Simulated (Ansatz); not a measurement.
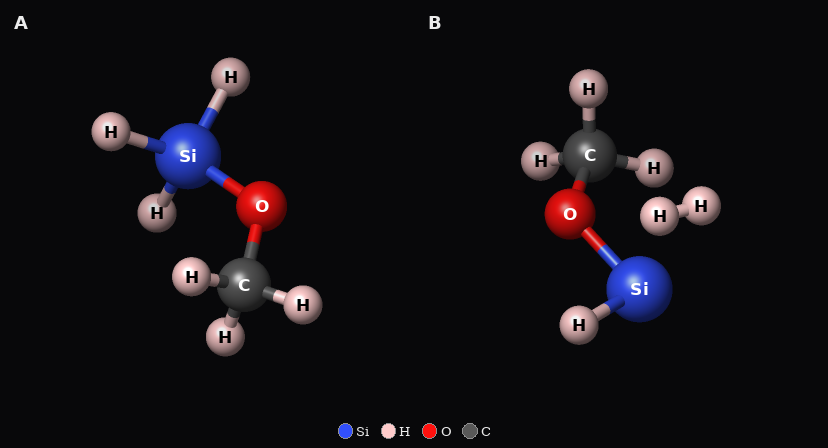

2 stationary structures of one formula. Geometries: PBE0-D4/def2-TZVP. Electronic energies: CCSD(T)/CBS (MP2 limit from def2-TZVPP and def2-QZVPP plus CCSD(T) − MP2) (Ansatz 0.2.0), without zero-point energy. Each is one conformer, not always the lowest.

### Which structure is the most stable?

A is lowest (a minimum); B lies 2.047 eV above it (a minimum).
